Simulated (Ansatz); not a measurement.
```yaml
atoms:
  - { symbol: Si, position_ang: [-0.9737, 0.4235, -0.0614] }
  - { symbol: Si, position_ang: [1.5604, -0.1240, 2.1693] }
  - { symbol: H, position_ang: [0.4641, -0.8670, 2.8501] }
  - { symbol: H, position_ang: [2.8889, -0.6422, 2.6024] }
  - { symbol: H, position_ang: [1.4667, 1.3332, 2.4605] }
  - { symbol: H, position_ang: [1.4527, -0.3328, 0.7115] }
  - { symbol: F, position_ang: [-0.5936, 1.2932, -1.3949] }
  - { symbol: H, position_ang: [-0.8046, -0.9779, -0.6870] }
```

Not at a stationary point (largest force 0.6 eV/Å).

These are results of RKS PBE0/def2-SVP (Ansatz), not measurements.

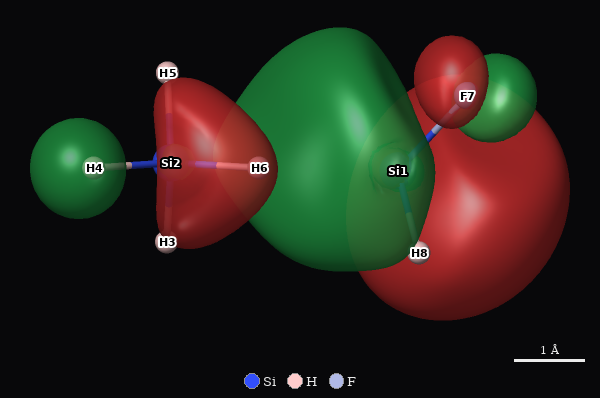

FHSi···SiH₄. One frontier orbital at ±0.06 Å⁻³ᐟ² (green and red are the two phases), seen across its widest extent.

Question: Which orbital is it: HOMO or LUMO?

Answer: The LUMO, at −2.41 eV. It lies mainly on Si1 (about 75 %), Si2 (about 10 %) and F7 (about 10 %).
